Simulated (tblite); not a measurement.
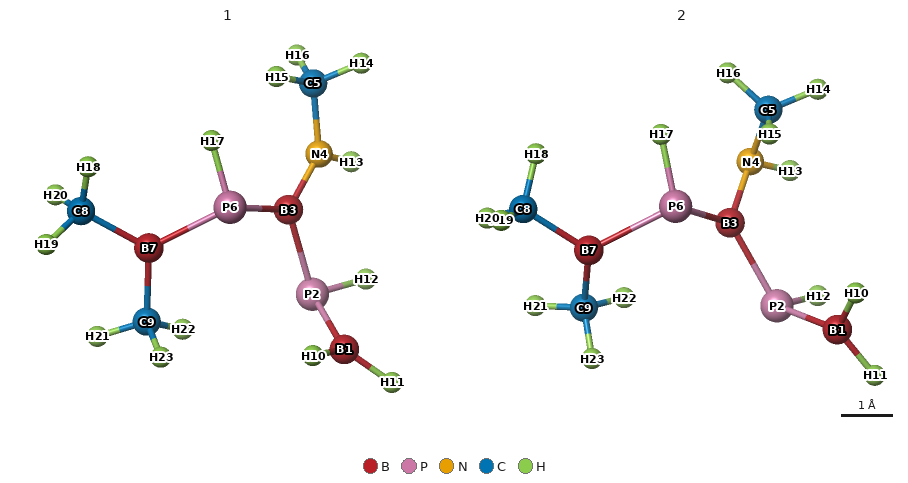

Two geometries of C3H14B3NP2, drawn at one scale. One is the start of a relaxation, the other its converged end. The picture is a ball-and-stick view, seen at a tilt.

Level of theory: GFN2-xTB geometry optimisation, gas phase (tblite). 

### Which one is relaxed?

Structure 1 is the relaxed one. The largest move after the best rigid fit is that of H10, 2.18 Å. By element the largest moves are H 2.18 Å, B 0.93 Å, N 0.65 Å, C 0.58 Å, P 0.37 Å. Among the contacts that change: B3–N4 1.526 → 1.390 Å, B1–P2 1.923 → 1.815 Å, P6–B7 1.944 → 1.858 Å, P2–H12 1.456 → 1.385 Å. Bond angles that change, for instance: B3–N4–C5 104.8° → 130.7°, N4–B3–P6 116.8° → 125.0°, P2–B1–H10 125.1° → 118.3°. The energy falls by 2.303 eV in 180 geometry steps.
